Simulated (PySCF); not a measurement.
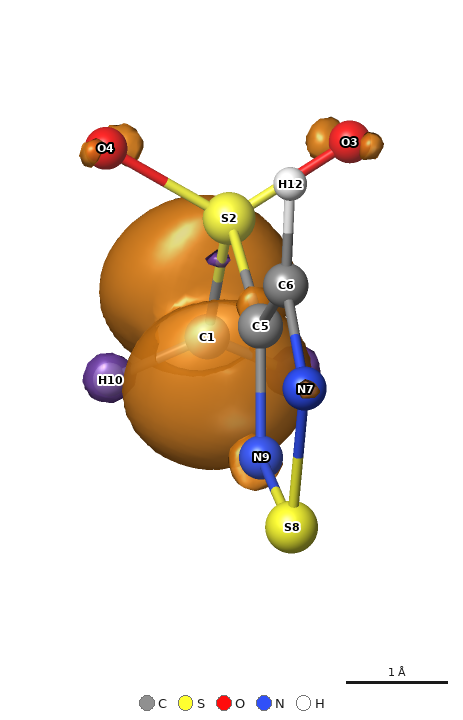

*C₃H₃N₂O₂S₂ (doublet). Isosurfaces of the spin density at +0.03 (orange) and −0.03 e/Å³ (purple), seen at an oblique angle.*

Geometry: GFN2-xTB.

Theory: UKS B3LYP, pcH-1 on C H N O S, non-relativistic, mean-field spin-orbit, GIAO in PySCF.

```xyz
12

C    -1.8702   -0.4094    1.0375
S    -1.2031    0.0621   -0.4930
O    -1.4031   -0.9609   -1.4799
O    -1.5503    1.4162   -0.8188
C     0.5602    0.0669   -0.1129
C     1.6130    0.3800   -0.9927
N     2.7829    0.2896   -0.4062
S     2.5884   -0.1545    1.1364
N     0.9686   -0.2458    1.0962
H    -2.0621    0.3442    1.7714
H    -1.9470   -1.4526    1.2594
H     1.5239    0.6637   -2.0234
```

Where is the unpaired spin?

The unpaired spin (1 electron) lies mostly on C1 (about 0.7), in electrons by Hirshfeld's partition.
